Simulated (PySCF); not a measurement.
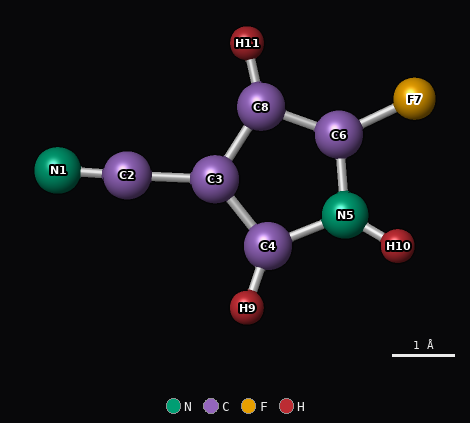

Figure 1. The structure as given in the input (ball-and-stick view, seen on its broad side; atoms are numbered from 1 in the order of the input). Bond lengths as drawn: C–C 1.35 to 1.44 Å, C–F 1.37 Å, C–H 1.07 to 1.09 Å, C–N 1.15 to 1.36 Å and H–N 1.01 Å.

## C5H3FN2: a changed input and its effect

System: C5H3FN2.
Method of the first run: GIAO PBE0/pcSseg-1 NMR shielding, non-relativistic, gas phase (PySCF 2.14.0).

The geometry comes from this level: GFN2-xTB, MD frame at 250 fs, 400 K. Text and figures count atoms from 1; the logs count them from 0 in places.

## Input, the first run
```
{"job": {"kind": "nmr", "xc": "PBE0", "basis": "pcSseg-1", "pop": false}, "charge": 0, "multiplicity": 1}
N      2.967000    -1.018400    -0.757500
C      1.902000    -0.834200    -0.363200
C      0.523700    -0.606300    -0.026400
C     -0.135000     0.546800     0.394500
N     -1.429100     0.199100     0.622000
C     -1.563100    -1.064800     0.225300
F     -2.852200    -1.489000     0.395000
C     -0.403100    -1.656100    -0.130300
H      0.396200     1.438300     0.722500
H     -2.158800     0.759300     1.032900
H     -0.366500    -2.665500    -0.491100
```

The first line tells a small driver script what to run in PySCF; the rest is the geometry in Å.

Command:
```bash
OMP_NUM_THREADS=1 python <driver script> task.json out
```

Hardware: 1 CPU thread, shared host.

## Output (the first run)
```
coarse grid: 10504 points
cycle   1  E = -401.0128747773  dE =  1.690e+00  |g| = 6.152e-01  |ddm| = 3.430e+00
cycle   2  E = -400.8404161364  dE =  1.725e-01  |g| = 1.098e+00  |ddm| = 1.586e+00
cycle   3  E = -401.0916776652  dE = -2.513e-01  |g| = 1.842e-01  |ddm| = 1.088e+00
cycle   4  E = -401.0974110228  dE = -5.733e-03  |g| = 8.546e-02  |ddm| = 1.922e-01
cycle   5  E = -401.0988788495  dE = -1.468e-03  |g| = 2.443e-02  |ddm| = 8.126e-02
cycle   6  E = -401.0990012408  dE = -1.224e-04  |g| = 6.476e-03  |ddm| = 2.306e-02
cycle   7  E = -401.0990103135  dE = -9.073e-06  |g| = 1.945e-03  |ddm| = 6.965e-03
final grid: 105744 points
cycle   8  E = -401.1497526103  dE = -3.031e-05  |g| = 7.098e-03  |ddm| = 3.724e-02
cycle   9  E = -401.1497395056  dE =  1.310e-05  |g| = 1.082e-02  |ddm| = 1.426e-02
cycle  10  E = -401.1497633935  dE = -2.389e-05  |g| = 1.254e-03  |ddm| = 8.610e-03
cycle  11  E = -401.1497637373  dE = -3.438e-07  |g| = 5.233e-04  |ddm| = 1.575e-03
cycle  12  E = -401.1497637926  dE = -5.527e-08  |g| = 1.992e-04  |ddm| = 5.626e-04
cycle  13  E = -401.1497637990  dE = -6.433e-09  |g| = 8.243e-05  |ddm| = 2.001e-04
cycle  14  E = -401.1497638005  dE = -1.422e-09  |g| = 1.982e-05  |ddm| = 7.193e-05
cycle  15  E = -401.1497638005  dE = -7.765e-11  |g| = 4.833e-06  |ddm| = 2.066e-05
converged SCF energy = -401.1497638005

GIAO shielding tensors (ppm)
atom      isotropic    diamagn.    paramagn.     s11        s22        s33       span
  0 N      -48.322     340.901    -389.223   -219.258   -173.890    248.181    467.439
  1 C       65.948     257.223    -191.275    -50.593    -44.060    292.496    343.089
  2 C       82.932     257.959    -175.027      9.838     82.119    156.839    147.001
  3 C       69.262     248.170    -178.908    -11.737     73.058    146.464    158.201
  4 N      103.749     329.754    -226.006     32.660    107.580    171.005    138.345
  5 C       32.001     249.846    -217.845    -21.402     50.153     67.253     88.655
  6 F      302.527     470.040    -167.513    213.692    336.771    357.119    143.427
  7 C       94.950     249.839    -154.890     43.098     74.228    167.524    124.425
  8 H       24.552      29.951      -5.399     21.171     24.494     27.990      6.819
  9 H       23.767      30.555      -6.788     18.222     23.459     29.619     11.397
 10 H       25.504      29.089      -3.585     22.433     26.393     27.686      5.253
```

The input of the second run differs as follows (lines with − go, lines with + come):
```diff
-N      2.967000    -1.018400    -0.757500
-C      1.902000    -0.834200    -0.363200
-C      0.523700    -0.606300    -0.026400
-C     -0.135000     0.546800     0.394500
-N     -1.429100     0.199100     0.622000
-C     -1.563100    -1.064800     0.225300
-F     -2.852200    -1.489000     0.395000
-C     -0.403100    -1.656100    -0.130300
-H      0.396200     1.438300     0.722500
-H     -2.158800     0.759300     1.032900
-H     -0.366500    -2.665500    -0.491100
+N      2.863100    -1.996600    -1.323100
+C      1.988100    -1.626400    -0.700400
+C      0.984900    -1.321700     0.199700
+C      0.820900    -0.078400     0.781900
+N     -0.400800    -0.026700     1.290800
+C     -0.994300    -1.284600     1.127700
+F     -2.237300    -1.580300     1.671400
+C     -0.184900    -2.164200     0.421800
+H      1.422400     0.786500     0.565200
+H     -0.870100     0.753700     1.655400
+H     -0.455500    -3.139300     0.122300
```

Predict how the results change.

With the same method and basis, the second run lies 3.7 kcal/mol higher. Of all shieldings, the largest change is that of F7, by −17.7 ppm. The number of SCF iterations is the same.

## Output (the second run)
```
coarse grid: 10504 points
cycle   1  E = -400.9956995421  dE =  1.641e+00  |g| = 6.399e-01  |ddm| = 3.399e+00
cycle   2  E = -400.7898325318  dE =  2.059e-01  |g| = 1.176e+00  |ddm| = 1.661e+00
cycle   3  E = -401.0880620325  dE = -2.982e-01  |g| = 1.500e-01  |ddm| = 1.117e+00
cycle   4  E = -401.0910119988  dE = -2.950e-03  |g| = 9.354e-02  |ddm| = 1.710e-01
cycle   5  E = -401.0928181533  dE = -1.806e-03  |g| = 2.458e-02  |ddm| = 8.796e-02
cycle   6  E = -401.0929397034  dE = -1.216e-04  |g| = 7.130e-03  |ddm| = 2.286e-02
cycle   7  E = -401.0929507699  dE = -1.107e-05  |g| = 2.048e-03  |ddm| = 7.636e-03
cycle   8  E = -401.0929517348  dE = -9.649e-07  |g| = 5.238e-04  |ddm| = 2.211e-03
final grid: 105744 points
cycle   9  E = -401.1438172985  dE = -3.052e-05  |g| = 7.368e-03  |ddm| = 3.168e-02
cycle  10  E = -401.1438083880  dE =  8.910e-06  |g| = 1.054e-02  |ddm| = 1.479e-02
cycle  11  E = -401.1438289008  dE = -2.051e-05  |g| = 1.319e-03  |ddm| = 8.132e-03
cycle  12  E = -401.1438291886  dE = -2.878e-07  |g| = 4.162e-04  |ddm| = 1.347e-03
cycle  13  E = -401.1438292163  dE = -2.762e-08  |g| = 2.087e-04  |ddm| = 4.266e-04
cycle  14  E = -401.1438292249  dE = -8.623e-09  |g| = 5.585e-05  |ddm| = 1.893e-04
cycle  15  E = -401.1438292255  dE = -6.170e-10  |g| = 2.000e-05  |ddm| = 5.813e-05
converged SCF energy = -401.1438292255

GIAO shielding tensors (ppm)
atom      isotropic    diamagn.    paramagn.     s11        s22        s33       span
  0 N      -46.363     340.683    -387.046   -210.242   -157.969    229.122    439.365
  1 C       68.018     255.319    -187.301    -49.232    -41.505    294.792    344.024
  2 C       84.760     260.760    -176.000     13.028     81.142    160.111    147.083
  3 C       67.876     251.046    -183.171    -20.883     72.253    152.257    173.140
  4 N      106.224     327.722    -221.498     40.595    101.315    176.762    136.167
  5 C       18.833     249.083    -230.249    -48.421     42.570     62.351    110.773
  6 F      284.864     469.387    -184.523    189.570    324.486    340.537    150.967
  7 C       78.876     252.710    -173.834     14.109     59.464    163.054    148.946
  8 H       24.780      30.895      -6.114     21.564     25.140     27.637      6.073
  9 H       24.716      32.574      -7.859     19.162     23.925     31.061     11.899
 10 H       24.919      30.565      -5.646     22.626     25.662     26.468      3.841
```

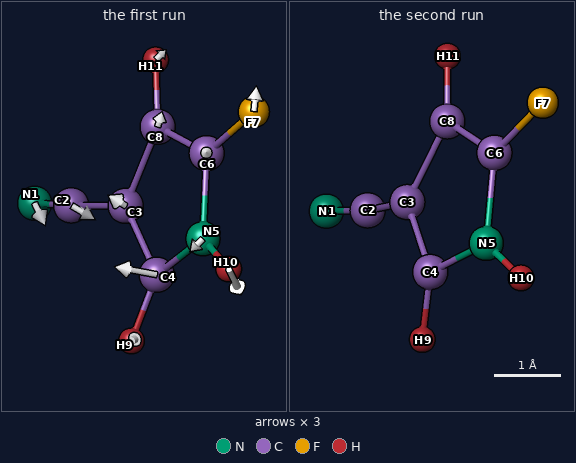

Figure 2. The two input geometries at one scale (ball-and-stick view, seen at a tilt). The white arrows on the first give the shifts of the atoms after the best rigid fit, magnified 3 times. The largest moves after the best rigid fit, 0.24 Å, are those of C4 and H10. Largest moves by element: C 0.24 Å, H 0.24 Å, N 0.15 Å, F 0.14 Å. Among the contacts that change: N5–C6 1.331 → 1.400 Å, C2–C3 1.437 → 1.382 Å, C3–C8 1.404 → 1.459 Å, C6–C8 1.350 → 1.388 Å.

## The two runs side by side

```csv
quantity,the first run,the second run
outcome,converged,converged
total energy (hartree),−401.149764,−401.143829
HOMO (eV),−7.05,−7.06
LUMO (eV),−0.70,−0.70
dipole moment (D),5.23,5.25
shielding of N1 (ppm),−48.3,−46.4
shielding of C2 (ppm),65.9,68.0
shielding of C3 (ppm),82.9,84.8
shielding of N5 (ppm),103.7,106.2
shielding of C6 (ppm),32.0,18.8
shielding of F7 (ppm),302.5,284.9
shielding of C8 (ppm),94.9,78.9
SCF iterations,15,15
basis functions,151,151
wall time (shared host),16 s,12 s
```
